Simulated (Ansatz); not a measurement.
## Electronic structure of C$_{6}$H$_{10}$O$_{6}$Sn in real space

Input file:

```
crystal:
  periodic: [false, false, false]
  atoms:
    - {symbol: C, position_ang: [-0.111344, -2.897067, -1.745586]}
    - {symbol: C, position_ang: [-0.134179, -1.481114, -1.289744]}
    - {symbol: O, position_ang: [0.130873, -1.205995, -0.070494]}
    - {symbol: O, position_ang: [-0.425503, -0.538109, -2.059332]}
    - {symbol: Sn, position_ang: [-0.180679, 0.876695, -0.351409]}
    - {symbol: O, position_ang: [-1.195346, 1.003612, 1.534677]}
    - {symbol: C, position_ang: [-2.316067, 0.604937, 1.077415]}
    - {symbol: C, position_ang: [-3.480716, 0.487116, 2.000453]}
    - {symbol: O, position_ang: [-2.397275, 0.315443, -0.137645]}
    - {symbol: O, position_ang: [1.515889, 1.323945, 0.883184]}
    - {symbol: C, position_ang: [2.368442, 1.161905, -0.050136]}
    - {symbol: C, position_ang: [3.817398, 1.353543, 0.242970]}
    - {symbol: O, position_ang: [1.956197, 0.835671, -1.186104]}
    - {symbol: H, position_ang: [-0.115733, -2.949321, -2.831309]}
    - {symbol: H, position_ang: [0.759108, -3.406645, -1.333616]}
    - {symbol: H, position_ang: [-1.002728, -3.395146, -1.356584]}
    - {symbol: H, position_ang: [-0.535041, 2.362620, -1.083348]}
    - {symbol: H, position_ang: [-3.279588, -0.316618, 2.712180]}
    - {symbol: H, position_ang: [-3.588695, 1.408465, 2.573585]}
    - {symbol: H, position_ang: [-4.390821, 0.269001, 1.447630]}
    - {symbol: H, position_ang: [4.142854, 0.558052, 0.916910]}
    - {symbol: H, position_ang: [4.403639, 1.321847, -0.671767]}
    - {symbol: H, position_ang: [3.964316, 2.300265, 0.763467]}
basis:
  gaussian: {orbitals: def2-TZVPP}
hamiltonian: {xc: pbe0, dispersion: d4}
output: {orbitals: {seedname: orbitals}}
```

Launched as:

```sh
ansatz run in.yaml --threads 11 --pin off --events-out ev --progress --plain --max-ram 110592MiB --backend cuda --devices 0, --max-vram 75GiB
```

Geometry: PBE0-D4/def2-TZVP; core potentials replace the inner electrons of Sn.

Method: RKS PBE0-D4/def2-TZVPP in Ansatz.

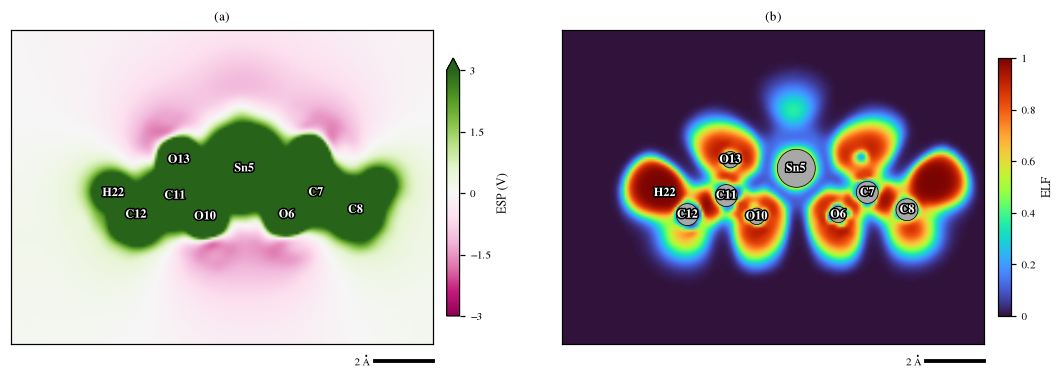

Figure 1. (a) electrostatic potential; (b) ELF on the plane of atoms C11, C12 and H22. Grey discs cover the atomic cores in the ELF map.

Read the bonding off the picture.

The section cuts through Sn, O, C and H sites.
C–O (1.27 Å): the ELF peaks at about 0.85 between the atoms; a short, strongly polar bond.
C–C (1.49 Å): the ELF peaks at about 0.95 between the atoms: a shared electron pair.
Sn–O (2.15 Å): the ELF peaks at about 0.85 in the valence shell of O, 0.6 Å from its nucleus, and drops to about 0.15 between the two atoms.
C–H (1.09 Å): the ELF climbs to about 1 towards the hydrogen, as it does in any bond to H; an ordinary covalent bond to hydrogen.
Sn–O (2.29 Å): the ELF is about 0.15 at the midpoint.
The ELF also peaks beside O10, O6, O13 and O9, away from the bonds: lone-pair regions.
Outside the dense part of the molecule the potential is most negative (−1.8 V) near O10.

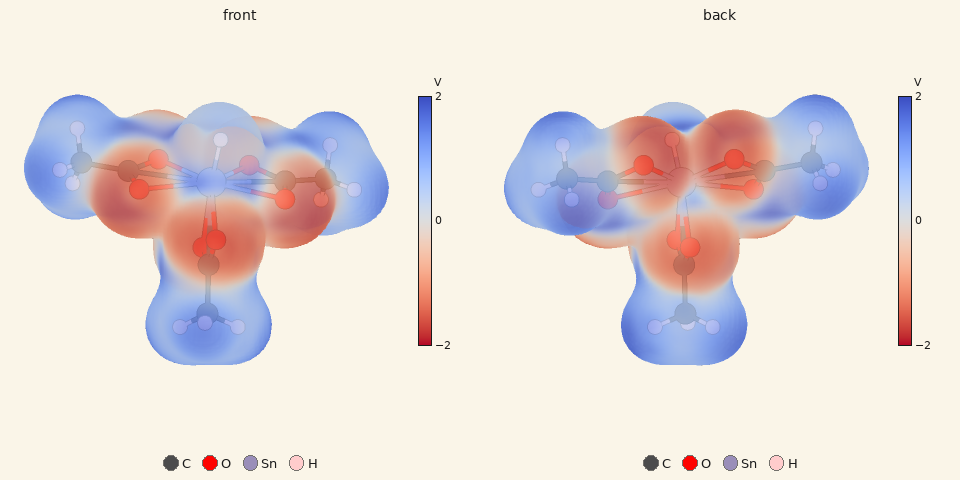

Figure 2. The electrostatic potential painted on the density surface at 0.004 e/bohr³, seen from the front and from behind; the colour scale runs from red (negative) to blue (positive).

Describe the electrostatic potential map.

The most negative region (about −1.6 V) lies over O6, O9, O10 and O13, the most positive (about +1.6 V) over the H and Sn atoms.

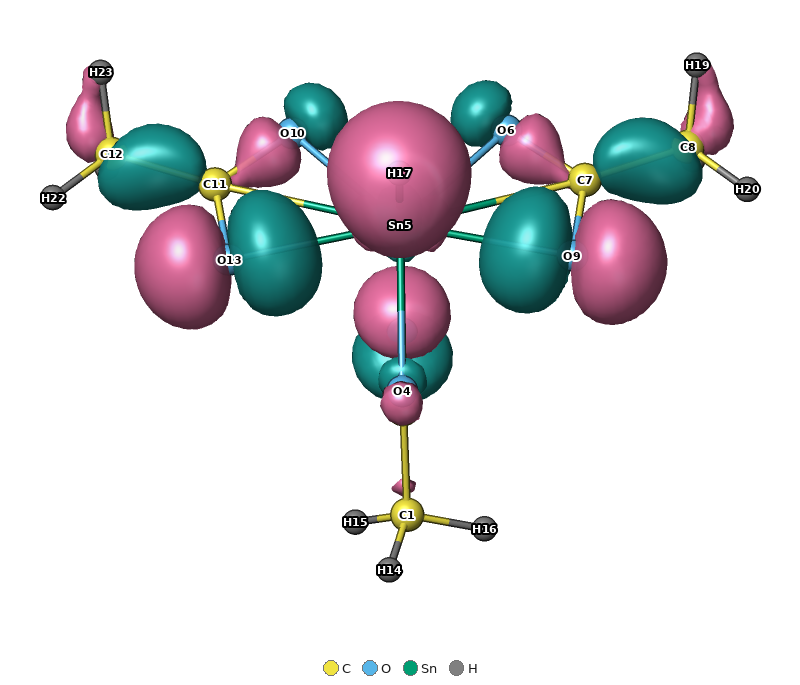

Figure 3. The HOMO at ±0.1 Å⁻³ᐟ² (teal and pink are the two phases), seen across its widest extent.

What is the character of this orbital?

It lies mainly on O9 (about 25 %), O13 (about 25 %), H17 (about 10 %), Sn5 (about 10 %) and O3 (about 10 %). Its energy is −8.34 eV.
